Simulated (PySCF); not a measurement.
C₃H₄O, triplet, SMILES `[CH2]C(=O)[CH2]`.

PySCF calculation, BP86/6-31G*, gas phase; geometry: GFN2-xTB. No frequency check shows the geometry to be a minimum. A basis without diffuse functions makes polarisabilities too small. The stability of the open-shell solution wasn't checked. GFN2-xTB doesn't know the spin state, so this open-shell geometry is rough.

Cartesian coordinates (Å):

```
C1       1.2315    0.6416    0.0000
C2      -0.0001   -0.0897    0.0000
O3       0.0047   -1.3418    0.0000
C4      -1.2358    0.6349    0.0000
H5       2.1600    0.1012    0.0000
H6       1.2484    1.7153    0.0000
H7      -2.1613    0.0894    0.0000
H8      -1.2585    1.7085    0.0000
```

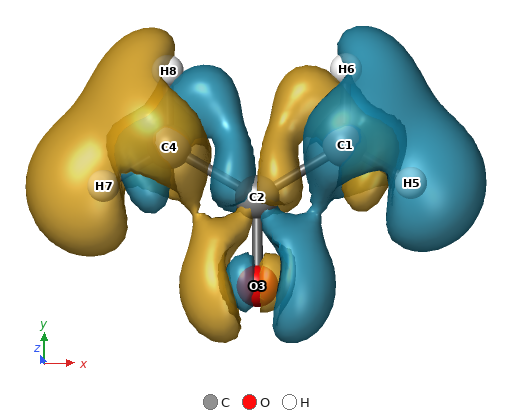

Change of the electron density in a uniform field of 0.41 V/Å, surfaces at ±0.002 e/Å³ (yellow: gain, teal: loss).

The field was applied in both directions; the picture shows the one opposite to the script's first.

> Along which Cartesian direction does the field point?

Along +x: electrons gather on the −x side, against the field.

> What dipole is induced, and what polarisability does it imply?

The induced dipole is 0.84 D (along the field); α along this axis, from the fields in both directions, is 41 bohr³ (6.1 Å³).

Run time: 21 s on 1 thread of Arm Neoverse V1, with other jobs on the host, peak memory 0.37 GiB.
